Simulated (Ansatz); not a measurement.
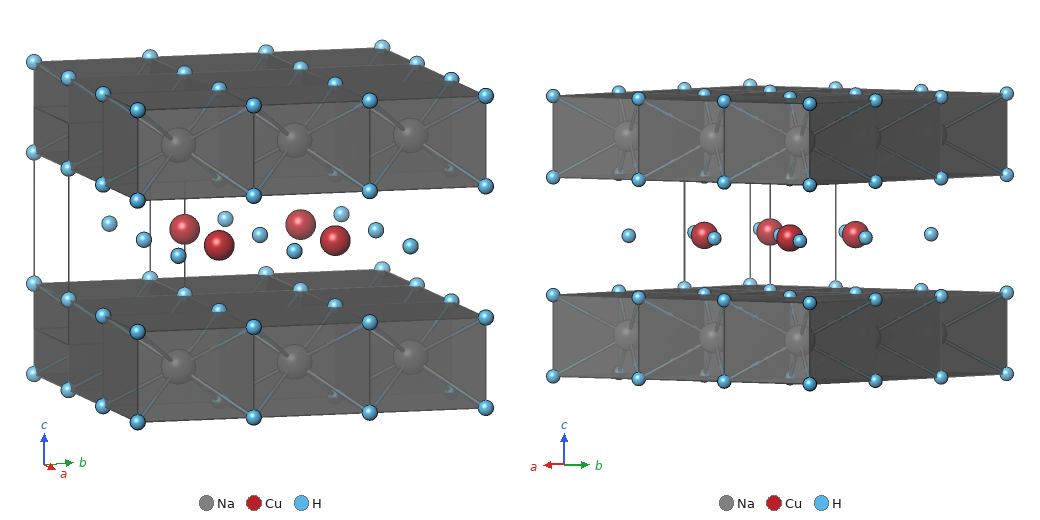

Polyhedra are drawn about Na (bonds: H–Na below 2.5 Å); other atoms are plain spheres. Two views of the same piece.

System NaCuH₃ (space group P4/mmm, No. 123); source of the atomic positions: the input geometry of an electronic-structure calculation (not necessarily at equilibrium); the starting structure was generated, so it need not be a known form of this composition.

**What figure surrounds each Na atom, and what does it share with the other drawn polyhedra?**

Na: NaH8 cube, sharing edges with four neighbours and faces with four neighbours.

**What is the connectivity of the polyhedra: isolated, groups, chains, layers or framework?**

They form layers of edge- and face-sharing cubes parallel to (001). Their corner atoms also have Cu as close neighbours (those links are not drawn).
